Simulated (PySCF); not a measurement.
| atom | x (Å) | y (Å) | z (Å) |
| --- | --- | --- | --- |
| C | -1.1058 | 0.5422 | 1.6029 |
| O | -0.6487 | 0.2384 | 0.3550 |
| C | -1.6217 | 0.6301 | -0.5975 |
| B | -0.0842 | -1.3320 | 0.2347 |
| C | 1.1790 | -1.0320 | -0.7451 |
| Si | 2.1564 | 0.5501 | -0.7298 |
| H | -1.9769 | -0.0786 | 1.9299 |
| H | -0.2349 | 0.3482 | 2.2673 |
| H | -1.4771 | 1.6011 | 1.6190 |
| H | -1.7100 | 1.7272 | -0.5028 |
| H | -1.2040 | 0.3363 | -1.5547 |
| H | -2.5371 | 0.0002 | -0.3282 |
| H | 0.3091 | -1.6547 | 1.3951 |
| H | -0.8891 | -2.0414 | -0.1653 |
| H | 0.9792 | -1.2191 | -1.8077 |
| H | 1.9200 | -1.7719 | -0.5678 |
| H | 2.3537 | 0.9730 | 0.6865 |
| H | 1.4550 | 1.6345 | -1.4114 |
| H | 3.4117 | 0.5905 | -1.3243 |

Geometry: GFN2-xTB, MD frame at 250 fs, 200 K.

All numbers below come from PBE0/pcSseg-1, SCF density, gas phase, non-relativistic in PySCF 2.14.0.

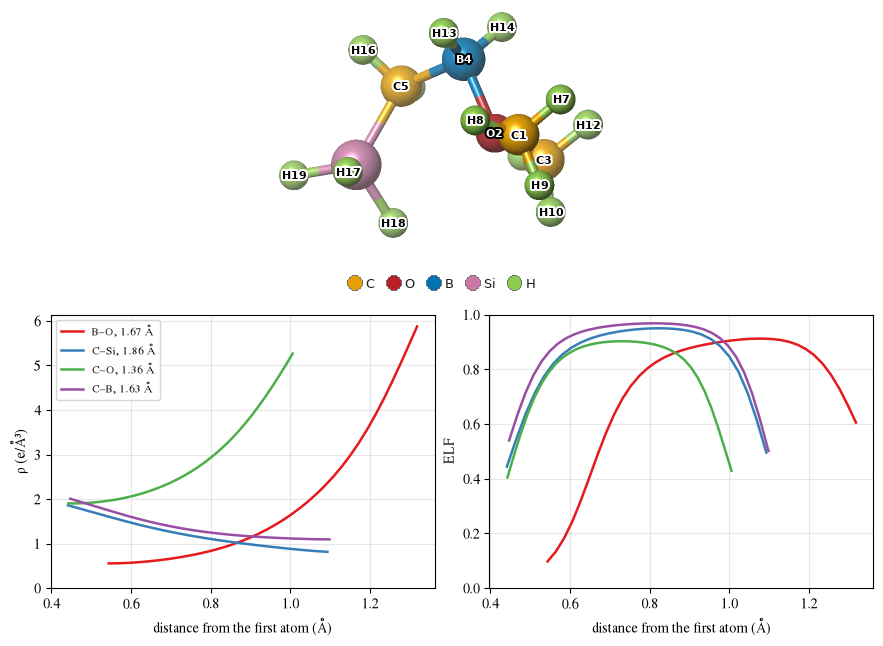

C$_{3}$H$_{13}$BOSi (SMILES C[O+](C)[BH2-]C[SiH3]). Electron density and ELF along straight lines between neighbouring atoms. The curves leave out the atomic cores. The structure is drawn too.

**Compare the contacts.**

B–O (1.67 Å): the density is about 0.93 e/Å³ at the midpoint; the ELF peaks at about 0.90 between the atoms; a polar covalent bond.
C–Si (1.86 Å): the density is about 0.95 e/Å³ at the midpoint; the ELF peaks at about 0.95 between the atoms: localised, covalent bonding.
C–O (1.36 Å): ρ at the midpoint is about 2.3 e/Å³, with its minimum of 1.9 e/Å³ about 0.5 Å from C; the ELF peaks at about 0.90 between the atoms (a shared but strongly polarised pair).
C–B (1.63 Å): ρ at the midpoint is about 1.2 e/Å³; the ELF peaks at about 0.95 between the atoms; a covalent bond.
